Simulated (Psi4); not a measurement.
## Polarizability calculation of CH$_{4}$Si

- system: CH$_{4}$Si
- method: LRC-wPBE/6-311++G**, RKS (Psi4 1.11)

The geometry comes from this level: PBE0-D4/def2-TZVP.

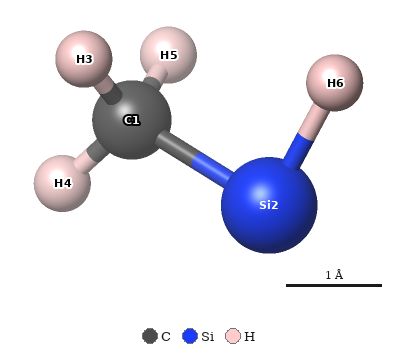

Figure 1. The structure as given in the input (ball-and-stick view, seen at a tilt; atoms are numbered from 1 in the order of the input).

### Input (calc.py)
```python
import psi4

psi4.set_memory(1600000000)
psi4.set_num_threads(1)
psi4.core.set_output_file('ch4si.out', False)

mol = psi4.geometry("""
0 1
C     -0.17668939    -0.69163976    -0.69976558
Si     1.73344577     0.39646454     2.12083963
H     -2.18622415    -0.77497668    -0.19313001
H      0.40629112    -2.52391821    -1.44186103
H     -0.04535343     0.72187538    -2.21249135
H      0.26871905     2.87238371     2.42640834
units bohr
""")

psi4.set_options({
    'basis': '6-311++G**',
})

E, wfn = psi4.properties("lrc-wpbe", properties=['dipole_polarizabilities'], return_wfn=True)
print(f'total energy {E:.8f} hartree = {E * 27.211386:.5f} eV')
for k, v in sorted(psi4.core.scalar_variables().items()):
    print(f'{k:45s} {v:18.10f}')
```

Run as:
```bash
python calc.py
```

### Log
```
=> Loading Basis Set <=

    Name: 6-311++G**
    Role: ORBITAL
    Keyword: BASIS

         ---------------------------------------------------------
                                   SCF
                              RKS Reference
                        1 Threads,   1525 MiB Core
         ---------------------------------------------------------

  ==> Geometry <==

    Molecular point group: c1
    Full point group: C1

    Geometry (in Bohr), charge = 0, multiplicity = 1:

       Center              X                  Y                   Z               Mass
    ------------   -----------------  -----------------  -----------------  -----------------
         C           -1.194850494774    -0.761850669592    -1.824673291881    12.000000000000
         SI           0.715284665226     0.326253630408     0.995931918119    27.976926534650
         H           -3.204385254774    -0.845187589592    -1.318037721881     1.007825032230
         H           -0.611869984774    -2.594129119592    -2.566768741881     1.007825032230
         H           -1.063514534774     0.651664470408    -3.337399061881     1.007825032230
         H           -0.749442054774     2.802172800408     1.301500628119     1.007825032230

  Running in c1 symmetry.

  Rotational constants: A =      3.11498  B =      0.41558  C =      0.39296 [cm^-1]
  Rotational constants: A =  93384.65130  B =  12458.69114  C =  11780.53203 [MHz]
  Nuclear repulsion =   48.603693730984361

  Charge       = 0
  Multiplicity = 1
  Electrons    = 24
  Nalpha       = 12
  Nbeta        = 12

  ==> Algorithm <==

  SCF Algorithm Type is DF.
  DIIS enabled.
  MOM disabled.
  Fractional occupation disabled.
  Guess Type is SAD.
  Energy threshold   = 1.00e-06
  Density threshold  = 1.00e-06
  Integral threshold = 1.00e-12

  ==> Primary Basis <==

  Basis Set: 6-311++G**
    Blend: 6-311++G**
    Number of shells: 44
    Number of basis functions: 80
    Number of Cartesian functions: 82
    Spherical Harmonics?: true
    Max angular momentum: 2

  ==> DFT Potential <==

   => LibXC <=

    Version 7.1.2

   => Composite Functional: LRC-WPBE <=

    LRC-WPBE GGA Exchange-Correlation Functional

    Deriv               =              1
    GGA                 =           TRUE
    Meta                =          FALSE

    Exchange Hybrid     =          FALSE
    MP2 Hybrid          =          FALSE

   => Exchange Functionals <=

    1.0000   HJS screened exchange PBE version [omega = 0.3000]

   => Exact (HF) Exchange <=

    1.0000            HF,LR [omega = 0.3000]

   => Correlation Functionals <=

    1.0000   Perdew, Burke & Ernzerhof

   => LibXC Density Thresholds  <==

    XC_HYB_GGA_XC_LRC_WPBE:  1.00E-15

   => Molecular Quadrature <=

    Radial Scheme          =       TREUTLER
    Pruning Scheme         =           NONE
    Nuclear Scheme         =       TREUTLER

    Blocking Scheme        =         OCTREE
    BS radius alpha        =              1
    Pruning alpha          =              1
    Radial Points          =             75
    Spherical Points       =            302
    Total Points           =         131519
    Total Blocks           =           1049
    Max Points             =            256
    Max Functions          =             80
    Weights Tolerance      =       1.00E-15

   => Loading Basis Set <=

    Name: (6-311++G** AUX)
    Role: JKFIT
    Keyword: DF_BASIS_SCF

  ==> Integral Setup <==

  DFHelper Memory: AOs need 0.065 GiB; user supplied 0.854 GiB.
  SCF_SUBTYPE=INCORE selected. In-core MEM_DF algorithm will be used.
  Using in-core AOs.

  ==> MemDFJK: Density-Fitted J/K Matrices <==

    J tasked:                   Yes
    K tasked:                    No
    wK tasked:                  Yes
    Omega:                3.000E-01
    Memory [MiB]:               874
    Algorithm:                 Core
    Schwarz Cutoff:           1E-12
    Mask sparsity (%):       0.0000
    Fitting Condition:        1E-10

   => Auxiliary Basis Set <=

  Basis Set: (6-311++G** AUX)
    Blend: AUG-CC-PVTZ-JKFIT
    Number of shells: 128
    Number of basis functions: 434
    Number of Cartesian functions: 531
    Spherical Harmonics?: true
    Max angular momentum: 4

  Cached 100.0% of DFT collocation blocks in 0.264 [GiB].

  Minimum eigenvalue in the overlap matrix is 7.0714691958E-04.
  Reciprocal condition number of the overlap matrix is 7.2271325570E-05.
    Using symmetric orthogonalization.

  ==> Pre-Iterations <==

  SCF Guess: Superposition of Atomic Densities via on-the-fly atomic UHF (no occupation information).

   -------------------------
    Irrep   Nso     Nmo
   -------------------------
     A         80      80
   -------------------------
    Total      80      80
   -------------------------

  ==> Iterations <==

                           Total Energy        Delta E     RMS |[F,P]|

   @DF-RKS iter SAD:  -329.10225668356145   -3.29102e+02   0.00000e+00
   @DF-RKS iter   1:  -329.60871877576511   -5.06462e-01   8.07498e-03 ADIIS/DIIS
   @DF-RKS iter   2:  -329.66585053535852   -5.71318e-02   6.13422e-03 ADIIS/DIIS
   @DF-RKS iter   3:  -329.78791031261773   -1.22060e-01   5.76240e-04 ADIIS/DIIS
   @DF-RKS iter   4:  -329.78892355026773   -1.01324e-03   1.58001e-04 ADIIS/DIIS
   @DF-RKS iter   5:  -329.78902179381612   -9.82435e-05   2.47313e-05 DIIS
   @DF-RKS iter   6:  -329.78902995261359   -8.15880e-06   5.16349e-06 DIIS
   @DF-RKS iter   7:  -329.78903041290971   -4.60296e-07   1.09409e-06 DIIS
   @DF-RKS iter   8:  -329.78903043402499   -2.11153e-08   1.79186e-07 DIIS
  Energy and wave function converged.

  ==> Post-Iterations <==

   Electrons on quadrature grid:
      Ntotal   =   24.0000193142 ; deviation = 1.931e-05

    Orbital Energies [Eh]
    ---------------------

    Doubly Occupied:

       1A    -65.574711     2A    -10.036590     3A     -5.229824
       4A     -3.644731     5A     -3.633751     6A     -3.629731
       7A     -0.806966     8A     -0.581715     9A     -0.508747
      10A     -0.504153    11A     -0.406542    12A     -0.311926

    Virtual:

      13A     -0.024489    14A      0.036837    15A      0.065977
      16A      0.069420    17A      0.073399    18A      0.086489
      19A      0.102181    20A      0.105726    21A      0.105989
      22A      0.146588    23A      0.152607    24A      0.172648
      25A      0.177692    26A      0.192916    27A      0.217722
      28A      0.243334    29A      0.247033    30A      0.338024
      31A      0.363856    32A      0.370737    33A      0.401789
      34A      0.469119    35A      0.474280    36A      0.508487
      37A      0.577622    38A      0.649650    39A      0.659113
      40A      0.708136    41A      0.711468    42A      0.764600
      43A      0.777008    44A      0.782325    45A      0.854559
      46A      0.919440    47A      0.980874    48A      1.154200
      49A      1.171537    50A      1.327085    51A      1.347443
      52A      1.373630    53A      1.532070    54A      1.539174
      55A      1.542338    56A      1.650311    57A      1.699646
      58A      1.783534    59A      1.793500    60A      1.829836
      61A      2.082383    62A      2.108917    63A      2.245708
      64A      2.265679    65A      2.507445    66A      2.587878
      67A      2.593285    68A      2.602250    69A      2.604469
      70A      2.730631    71A      2.945741    72A      3.218783
      73A      3.783595    74A      3.844045    75A      5.579829
      76A     11.268811    77A     11.350632    78A     11.384795
      79A     23.845895    80A    140.434063

    Final Occupation by Irrep:
              A
    DOCC [    12 ]
    NA   [    12 ]
    NB   [    12 ]

  @DF-RKS Final Energy:  -329.78903043402499

   => Energetics <=

    Nuclear Repulsion Energy =             48.6036937309843609
    One-Electron Energy =                -551.0944580023389108
    Two-Electron Energy =                 196.5457606402164572
    DFT Exchange-Correlation Energy =     -23.8440268028868729
    Empirical Dispersion Energy =           0.0000000000000000
    VV10 Nonlocal Energy =                  0.0000000000000000
    Total Energy =                       -329.7890304340249941

Computation Completed

Properties will be evaluated at   0.000000,   0.000000,   0.000000 [a0]

Properties computed using the LRC-WPBE density matrix

 Multipole Moments:

 ------------------------------------------------------------------------------------
     Multipole            Electronic (a.u.)      Nuclear  (a.u.)        Total (a.u.)
 ------------------------------------------------------------------------------------

 L = 1.  Multiply by 2.5417464519 to convert [e a0] to [Debye]
 Dipole X            :          2.4624793           -2.7843295           -0.3218502
 Dipole Y            :         -0.0290825            0.0109674           -0.0181152
 Dipole Z            :          2.5733840           -2.9256978           -0.3523138
 Magnitude           :                                                    0.4775361

 ------------------------------------------------------------------------------------

         ---------------------------------------------------------
                       CPSCF Linear Response Solver
         ---------------------------------------------------------

   ==> Requested Responses <==

    Dipole polarizabilities

   ==> Coupled-Perturbed RKS Solver <==

    Maxiter             =         100
    Convergence         =   1.000E-06
    Number of equations =           3
   -----------------------------------------------------
     Iter   Residual RMS      Max RMS  Remain  Time [s]
   -----------------------------------------------------
    Guess      2.144e+00    2.163e+00       3         1
        1      7.615e-01    7.979e-01       3         2
        2      3.002e-01    3.382e-01       3         4
        3      1.032e-01    1.097e-01       3         5
        4      5.001e-02    5.784e-02       3         6
        5      3.085e-02    3.963e-02       3         8
        6      1.126e-02    1.221e-02       3         9
        7      2.320e-03    2.488e-03       3        10
        8      4.755e-04    5.104e-04       3        11
        9      1.299e-04    1.404e-04       3        13
       10      4.221e-05    4.538e-05       3        14
       11      1.243e-05    1.315e-05       3        15
       12      3.148e-06    3.443e-06       3        17
       13      7.134e-07    8.735e-07       0        18
   -----------------------------------------------------

    Solver has converged.

   ==> Response Properties <==

    => Dipole polarizabilities <=

              X          Y          Z
    ----- ---------- ---------- ----------
      X     41.91509   -1.77404    4.92714
      Y     -1.77402   44.81189    4.71256
      Z      4.92715    4.71253   44.69441

	total time  =         24 seconds =       0.40 minutes
```

### Standard output
```
total energy -329.78903043 hartree = -8974.01661 eV
CURRENT ENERGY                                   -329.7890304340
CURRENT REFERENCE ENERGY                         -329.7890304340
DD SOLVATION ENERGY                                 0.0000000000
DFT FUNCTIONAL TOTAL ENERGY                      -329.7890304340
DFT TOTAL ENERGY                                 -329.7890304340
DFT VV10 ENERGY                                     0.0000000000
DFT XC ENERGY                                     -23.8440268029
DIPOLE POLARIZABILITY XX                           41.9150898876
DIPOLE POLARIZABILITY XY                           -1.7740439589
DIPOLE POLARIZABILITY XZ                            4.9271355085
DIPOLE POLARIZABILITY YX                           -1.7740248584
DIPOLE POLARIZABILITY YY                           44.8118902071
DIPOLE POLARIZABILITY YZ                            4.7125566007
DIPOLE POLARIZABILITY ZX                            4.9271505207
DIPOLE POLARIZABILITY ZY                            4.7125320616
DIPOLE POLARIZABILITY ZZ                           44.6944086504
GRID ELECTRONS ALPHA                               12.0000096571
GRID ELECTRONS BETA                                12.0000096571
GRID ELECTRONS TOTAL                               24.0000193142
NUCLEAR REPULSION ENERGY                           48.6036937310
ONE-ELECTRON ENERGY                              -551.0944580023
PCM POLARIZATION ENERGY                             0.0000000000
PE ENERGY                                           0.0000000000
SCF ITERATION ENERGY                             -329.7890304340
SCF ITERATIONS                                      8.0000000000
SCF TOTAL ENERGY                                 -329.7890304340
TWO-ELECTRON ENERGY                               196.5457606402
XC GRID RADIAL POINTS                              75.0000000000
XC GRID SPHERICAL POINTS                          302.0000000000
XC GRID TOTAL POINTS                           131519.0000000000
```

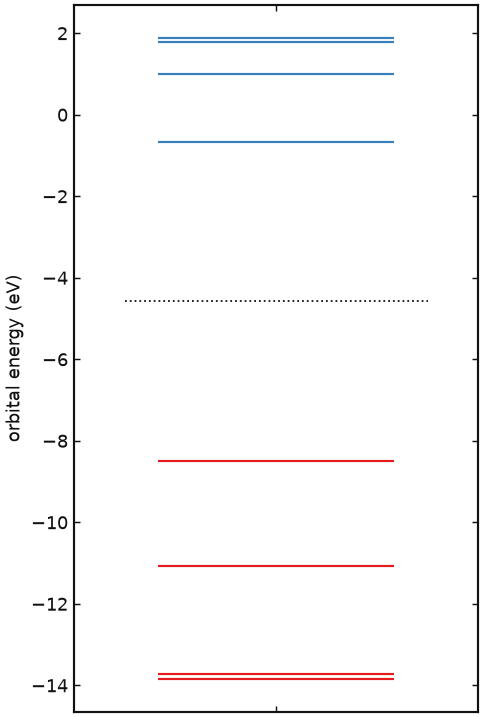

Figure 2. Orbital energies near the frontier; the dotted line parts filled from empty levels, and levels within 0.02 eV of each other stand side by side. Highest filled −8.49 eV, lowest empty −0.67 eV, 7.82 eV apart.

### Key numbers

| quantity | value |
| --- | --- |
| outcome | converged |
| total energy | −329.789030 hartree |
| basis functions | 80 |
| HOMO | −8.49 eV |
| LUMO | −0.67 eV |
| dipole moment | 1.21 D |
| hardware | 1 thread of Intel Xeon @ 2.50GHz (Skylake/Cascade Lake), 16 GiB of memory available, shared host |
| wall time | 26 s |
| peak memory | 0.54 GiB |
